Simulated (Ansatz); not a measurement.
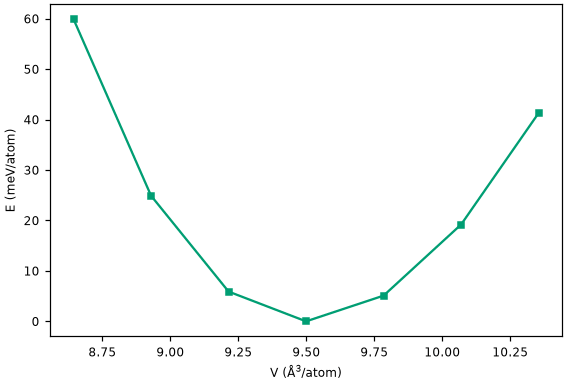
Figure. Co3C in space group Fm-3m (No. 225; C on 4a, Co on 4b, Co on 8c) under volume change, the program Ansatz at the PBE level (PAW), scaled uniformly.

Task: What does a third-order Birch–Murnaghan fit give for V₀, B₀ and B′?

Result: V₀ = 9.50 Å³/atom, B₀ = 207 GPa, B′ = 5.0.

A made-up cell: these elements were put on the sites of a structure type; neither database checked (COD, Materials Project) lists it. Its standing as an ambient phase is unchecked. The cell was relaxed with PBE under the symmetry of its start; its stability against distortions is not shown here. Magnetic state: ferromagnetic, the only order run, not a proven ground state.

Potentials: the earlier of the program's two PAW sets.
